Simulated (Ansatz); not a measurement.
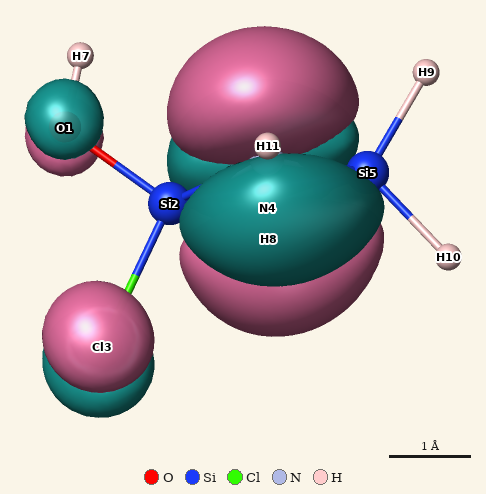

ClH5N2OSi2. The HOMO at ±0.08 Å⁻³ᐟ² (teal and pink are the two phases), seen from one side.

Geometry: PBE0-D4/def2-TZVP.

Method: RKS PBE0-D4/def2-TZVPP in Ansatz.

```json
{"atom": "O", "x (Å)": "-0.2516", "y (Å)": "1.6935", "z (Å)": "1.6549"}
{"atom": "Si", "x (Å)": "-0.0712", "y (Å)": "0.2151", "z (Å)": "0.9942"}
{"atom": "Cl", "x (Å)": "-0.0337", "y (Å)": "-0.9922", "z (Å)": "2.6427"}
{"atom": "N", "x (Å)": "-1.1551", "y (Å)": "-0.2575", "z (Å)": "-0.2484"}
{"atom": "Si", "x (Å)": "0.1304", "y (Å)": "-0.6285", "z (Å)": "-1.3513"}
{"atom": "N", "x (Å)": "1.2019", "y (Å)": "-0.0223", "z (Å)": "-0.1304"}
{"atom": "H", "x (Å)": "-0.2938", "y (Å)": "2.4194", "z (Å)": "1.0284"}
{"atom": "H", "x (Å)": "-2.1330", "y (Å)": "-0.4736", "z (Å)": "-0.2445"}
{"atom": "H", "x (Å)": "0.1172", "y (Å)": "0.1448", "z (Å)": "-2.6216"}
{"atom": "H", "x (Å)": "0.2905", "y (Å)": "-2.0668", "z (Å)": "-1.6929"}
{"atom": "H", "x (Å)": "2.1983", "y (Å)": "-0.0320", "z (Å)": "-0.0310"}
```

Q: Where does this orbital lie, and at what energy?

A: Its weight (Hirshfeld) is mainly on N4 (about 35 %) and N6 (about 35 %); largely a combination of lone pairs on N4 and N6. Its energy is −7.52 eV.
